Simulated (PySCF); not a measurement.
CH$_{5}$FGeS: geometry relaxation

The run: geometry relaxation of CH$_{5}$FGeS. Method and program: PBE0-D3(BJ)/def2-SVP geometry optimisation, gas phase (PySCF 2.14.0).

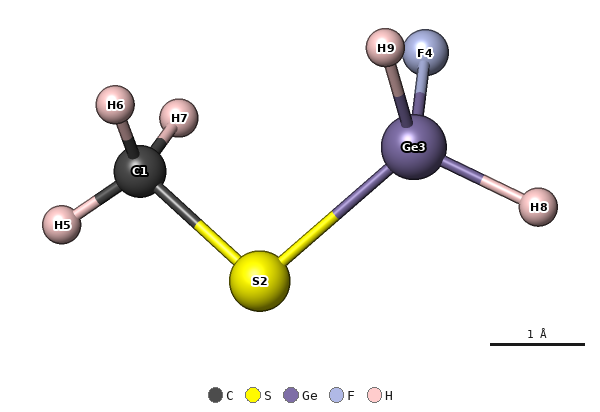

Figure 1. The input geometry (ball-and-stick view, seen at a tilt; atoms are numbered from 1 in the order of the input). Sticks mark near contacts. Bond lengths as drawn: C–H 1.05 to 1.11 Å, C–S 1.83 Å, F–Ge 1.78 Å, Ge–H 1.48 Å and Ge–S 2.22 Å.

Results in brief:

- outcome: converged
- total energy: −2615.167212 hartree
- dipole moment: 2.01 D
- point group: C1
- hardware: 1 CPU thread, shared host
- wall time: 46 s
- peak memory: 0.43 GiB

The input:
```
{"job": {"xc": "PBE0", "basis": "def2-SVP", "d3": "d3bj", "grid": 1, "shake": 0.01, "kind": "geom"}, "charge": 0, "multiplicity": 1}
C      1.576230    -0.038470     0.181420
S      0.346480    -1.128840     0.992770
Ge    -1.524110    -0.202610     0.250460
F     -1.320400     1.536960     0.544620
H      2.532710    -0.337270     0.506530
H      1.481890    -0.111440    -0.904190
H      1.378910     1.011650     0.478920
H     -2.719450    -0.571700     1.032520
H     -1.694450    -0.175440    -1.223390
```

The first line tells a small driver script what to run in PySCF; the rest is the geometry in Å.

Launched with:
```bash
OMP_NUM_THREADS=1 python <driver script> task.json out
```

Output:
```
step   0  E = -2615.16061663  max force = 0.041187
step   1  E = -2615.16571992  max force = 0.019708
step   2  E = -2615.16694777  max force = 0.002005
step   3  E = -2615.16702790  max force = 0.000594
step   4  E = -2615.16708855  max force = 0.001330
step   5  E = -2615.16712362  max force = 0.001054
step   6  E = -2615.16714382  max force = 0.000455
step   7  E = -2615.16714151  max force = 0.001042
step   8  E = -2615.16716151  max force = 0.001201
step   9  E = -2615.16721225  max force = 0.000850
step  10  E = -2615.16718950  max force = 0.000703
step  11  E = -2615.16721246  max force = 0.000327
optimisation converged
```

Trajectory as extended XYZ (Å, eV, eV/Å), 12 frames, from step=0 to step=11:
```
9
Properties=species:S:1:pos:R:3:forces:R:3 step=0 energy=-71162.14504
C     1.5762   -0.0385    0.1814   -2.1179   1.0178  -0.2832
S     0.3465   -1.1288    0.9928   -0.1332  -0.1096   0.0211
Ge   -1.5241   -0.2026    0.2505    1.2852   1.4382   0.4576
F    -1.3204    1.5370    0.5446   -0.0116  -0.4875   0.0312
H     2.5327   -0.3373    0.5065    1.5118  -0.5601   0.4983
H     1.4819   -0.1114   -0.9042    0.1759  -0.0857  -0.2418
H     1.3789    1.0116    0.4789    0.1524  -0.3419  -0.0600
H    -2.7195   -0.5717    1.0325   -0.8018  -0.5764   0.6244
H    -1.6945   -0.1754   -1.2234   -0.0607  -0.2948  -1.0476
9
Properties=species:S:1:pos:R:3:forces:R:3 step=1 energy=-71162.28391
C     1.5019   -0.1543    0.0876    0.4832  -0.1591   0.1681
S     0.2626   -1.1375    0.9969    0.0273   0.1211  -0.0453
Ge   -1.4870    0.0228    0.3386   -0.4617  -1.0134  -0.2046
F    -1.1964    1.6725    0.7549    0.0391   0.5829   0.0745
H     2.5005   -0.5090    0.4140   -0.3182   0.0848  -0.1086
H     1.4182   -0.2931   -0.9974   -0.0286  -0.0388  -0.0838
H     1.4169    0.9109    0.3347   -0.0331   0.0430   0.0261
H    -2.7164   -0.4972    1.1451    0.2770   0.2221  -0.2657
H    -1.6412   -0.0315   -1.2167    0.0150   0.1575   0.4394
9
Properties=species:S:1:pos:R:3:forces:R:3 step=2 energy=-71162.31732
C     1.5280   -0.1594    0.0812    0.0737  -0.0205  -0.0152
S     0.2766   -1.1168    1.0036   -0.0340   0.0833  -0.0201
Ge   -1.5044    0.0035    0.3477    0.0266  -0.1031   0.0211
F    -1.2575    1.6815    0.7681   -0.0132   0.0170   0.0045
H     2.5138   -0.5159    0.4140   -0.0654  -0.0093  -0.0007
H     1.4425   -0.3222   -1.0030   -0.0134   0.0042   0.0104
H     1.4465    0.9119    0.3096   -0.0159  -0.0090  -0.0015
H    -2.7300   -0.5056    1.1191    0.0341   0.0075  -0.0153
H    -1.6565    0.0063   -1.1827    0.0073   0.0299   0.0167
9
Properties=species:S:1:pos:R:3:forces:R:3 step=3 energy=-71162.31950
C     1.5314   -0.1601    0.0750    0.0044  -0.0096  -0.0253
S     0.2806   -1.0996    1.0136   -0.0262   0.0213   0.0101
Ge   -1.5040    0.0029    0.3525    0.0305   0.0092   0.0161
F    -1.2828    1.6826    0.7862   -0.0127  -0.0111   0.0005
H     2.5121   -0.5201    0.4129    0.0049  -0.0037   0.0015
H     1.4409   -0.3381   -1.0061   -0.0034   0.0066   0.0038
H     1.4533    0.9140    0.2896    0.0032  -0.0012  -0.0004
H    -2.7268   -0.5223    1.1107   -0.0083  -0.0193   0.0115
H    -1.6456    0.0241   -1.1768    0.0075   0.0078  -0.0177
9
Properties=species:S:1:pos:R:3:forces:R:3 step=4 energy=-71162.32115
C     1.5365   -0.1616    0.0663   -0.0451  -0.0074  -0.0150
S     0.2856   -1.0730    1.0322    0.0085  -0.0161   0.0221
Ge   -1.5047    0.0060    0.3605    0.0058   0.0684  -0.0011
F    -1.3260    1.6861    0.8140   -0.0124  -0.0240  -0.0047
H     2.5141   -0.5260    0.4053    0.0369  -0.0001   0.0001
H     1.4352   -0.3592   -1.0101    0.0008   0.0038  -0.0021
H     1.4689    0.9169    0.2611    0.0138   0.0036   0.0036
H    -2.7248   -0.5521    1.0983   -0.0158  -0.0200   0.0134
H    -1.6258    0.0463   -1.1701    0.0076  -0.0082  -0.0162
9
Properties=species:S:1:pos:R:3:forces:R:3 step=5 energy=-71162.32211
C     1.5402   -0.1633    0.0594   -0.0470  -0.0052   0.0005
S     0.2913   -1.0455    1.0548    0.0230  -0.0203   0.0219
Ge   -1.5049    0.0115    0.3682   -0.0135   0.0542  -0.0116
F    -1.3726    1.6913    0.8367   -0.0096  -0.0148  -0.0055
H     2.5177   -0.5345    0.3917    0.0322   0.0000  -0.0050
H     1.4221   -0.3754   -1.0124    0.0025   0.0016  -0.0047
H     1.4890    0.9187    0.2389    0.0152   0.0041   0.0034
H    -2.7220   -0.5815    1.0847   -0.0105  -0.0056   0.0075
H    -1.6017    0.0621   -1.1643    0.0077  -0.0140  -0.0066
9
Properties=species:S:1:pos:R:3:forces:R:3 step=6 energy=-71162.32266
C     1.5438   -0.1655    0.0545   -0.0221  -0.0012   0.0140
S     0.2984   -1.0092    1.0869    0.0234  -0.0027   0.0146
Ge   -1.5054    0.0194    0.3759   -0.0177   0.0055  -0.0182
F    -1.4328    1.6996    0.8529   -0.0058   0.0011  -0.0030
H     2.5218   -0.5527    0.3693    0.0092  -0.0041  -0.0075
H     1.3985   -0.3873   -1.0119    0.0011  -0.0003  -0.0045
H     1.5219    0.9196    0.2215    0.0086   0.0022   0.0014
H    -2.7187   -0.6121    1.0673   -0.0025   0.0140   0.0006
H    -1.5684    0.0717   -1.1587    0.0058  -0.0144   0.0027
9
Properties=species:S:1:pos:R:3:forces:R:3 step=7 energy=-71162.32259
C     1.5489   -0.1684    0.0532    0.0177   0.0036   0.0188
S     0.3078   -0.9523    1.1361    0.0101   0.0223   0.0039
Ge   -1.5063    0.0304    0.3828   -0.0105  -0.0536  -0.0205
F    -1.5192    1.7114    0.8579    0.0053   0.0171   0.0014
H     2.5231   -0.5901    0.3364   -0.0207  -0.0077  -0.0051
H     1.3593   -0.3941   -1.0056   -0.0020  -0.0014  -0.0009
H     1.5787    0.9185    0.2077   -0.0035   0.0001  -0.0009
H    -2.7141   -0.6458    1.0428    0.0033   0.0317  -0.0065
H    -1.5190    0.0737   -1.1536    0.0004  -0.0120   0.0098
9
Properties=species:S:1:pos:R:3:forces:R:3 step=8 energy=-71162.32314
C     1.5489   -0.1687    0.0588    0.0326   0.0029   0.0133
S     0.3075   -0.9387    1.1510   -0.0048   0.0273   0.0002
Ge   -1.5064    0.0318    0.3795   -0.0021  -0.0617  -0.0093
F    -1.5304    1.7164    0.8406    0.0088   0.0217  -0.0045
H     2.5198   -0.6081    0.3272   -0.0280  -0.0062  -0.0013
H     1.3443   -0.3846   -0.9993   -0.0040  -0.0020   0.0014
H     1.5988    0.9166    0.2191   -0.0074  -0.0012  -0.0008
H    -2.7176   -0.6397    1.0380    0.0076   0.0259  -0.0093
H    -1.5058    0.0584   -1.1574   -0.0027  -0.0066   0.0103
9
Properties=species:S:1:pos:R:3:forces:R:3 step=9 energy=-71162.32452
C     1.5452   -0.1692    0.0824    0.0437  -0.0001  -0.0059
S     0.2972   -0.9305    1.1721   -0.0380   0.0216  -0.0007
Ge   -1.5057    0.0300    0.3614    0.0184  -0.0275   0.0205
F    -1.5046    1.7290    0.7694    0.0065   0.0106  -0.0199
H     2.5061   -0.6453    0.3220   -0.0204   0.0002   0.0077
H     1.3202   -0.3493   -0.9786   -0.0063  -0.0035   0.0071
H     1.6283    0.9096    0.2705   -0.0068  -0.0037  -0.0022
H    -2.7349   -0.5919    1.0332    0.0101  -0.0037  -0.0063
H    -1.4926    0.0011   -1.1749   -0.0072   0.0061  -0.0003
9
Properties=species:S:1:pos:R:3:forces:R:3 step=10 energy=-71162.32390
C     1.5470   -0.1727    0.1033    0.0361  -0.0046  -0.0096
S     0.2886   -0.8875    1.2124   -0.0351   0.0089  -0.0095
Ge   -1.5064    0.0364    0.3475    0.0180  -0.0024   0.0180
F    -1.5293    1.7463    0.7068    0.0088   0.0017  -0.0083
H     2.4894   -0.6956    0.3158   -0.0092   0.0039   0.0116
H     1.2914   -0.3304   -0.9544   -0.0043  -0.0052   0.0090
H     1.6825    0.8994    0.2992   -0.0074  -0.0006  -0.0030
H    -2.7432   -0.5752    1.0134    0.0035  -0.0084  -0.0017
H    -1.4608   -0.0371   -1.1864   -0.0105   0.0067  -0.0064
9
Properties=species:S:1:pos:R:3:forces:R:3 step=11 energy=-71162.32453
C     1.5470   -0.1742    0.1050    0.0094  -0.0021  -0.0072
S     0.2829   -0.9066    1.1967   -0.0168   0.0021  -0.0001
Ge   -1.5073    0.0354    0.3437    0.0138   0.0132   0.0074
F    -1.5018    1.7450    0.7063   -0.0021  -0.0011  -0.0090
H     2.4933   -0.6826    0.3332   -0.0001   0.0006   0.0101
H     1.3083   -0.3375   -0.9557    0.0004  -0.0059   0.0046
H     1.6622    0.9001    0.3014   -0.0022  -0.0008  -0.0021
H    -2.7454   -0.5635    1.0182    0.0017  -0.0094   0.0009
H    -1.4801   -0.0328   -1.1910   -0.0041   0.0035  -0.0046
```

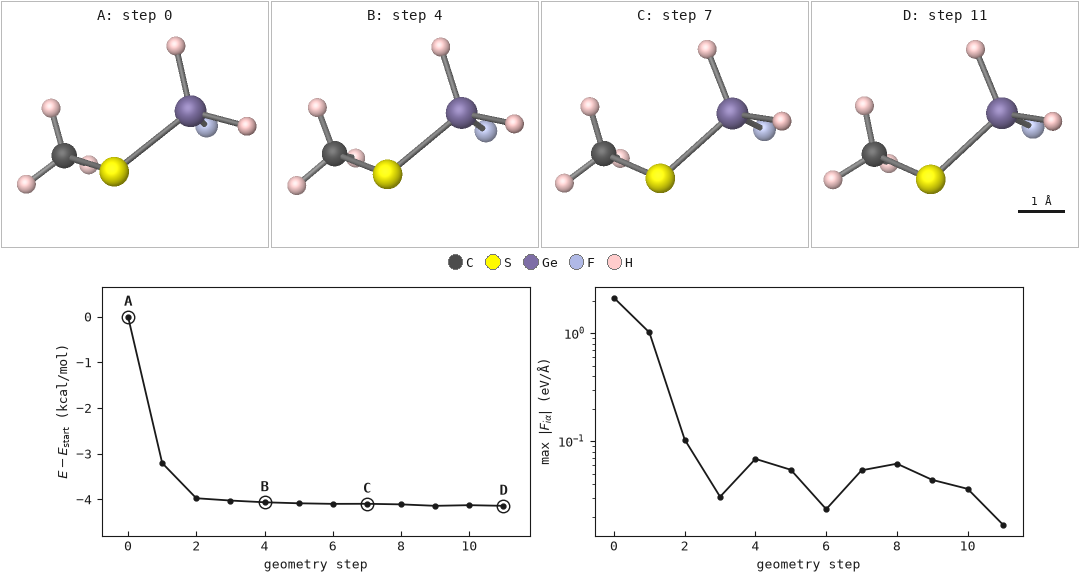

Figure 2. Frames of the relaxation (ball-and-stick view, seen at a tilt) above the curves, on which the letters mark them (steps are counted from 0).

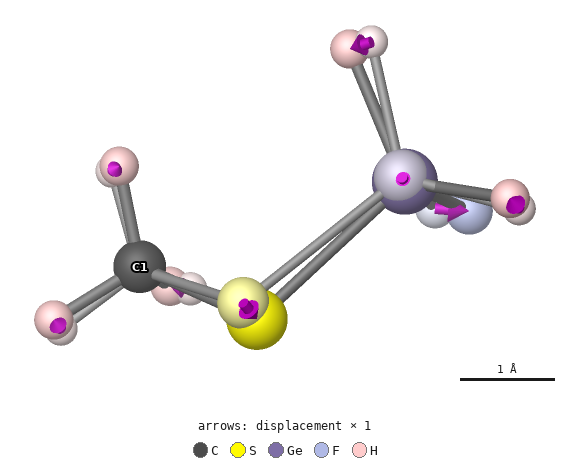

Figure 3. Start (faint) and end (solid) with the displacements as pink arrows, at true length (ball-and-stick view, seen at a tilt). The two geometries are laid on each other by the best rigid fit. The largest move after the best rigid fit is that of F4, 0.37 Å. By element the largest moves are F 0.37 Å, S 0.30 Å, H 0.27 Å, Ge 0.13 Å, C 0.04 Å. Among the contacts that change: Ge3–H8 1.475 → 1.532 Å, Ge3–H9 1.484 → 1.537 Å, C1–H5 1.053 → 1.098 Å, Ge3–F4 1.776 → 1.748 Å. Among the angles that change: F4–Ge3–H9 99.2° → 104.5°, S2–Ge3–H9 115.9° → 110.8°, S2–Ge3–H8 113.7° → 108.7°. The energy falls by 4.14 kcal/mol in 11 geometry steps. The largest force component goes from 2.1 to 0.017 eV/Å. (Atoms are counted from 1 in the order of the input.)
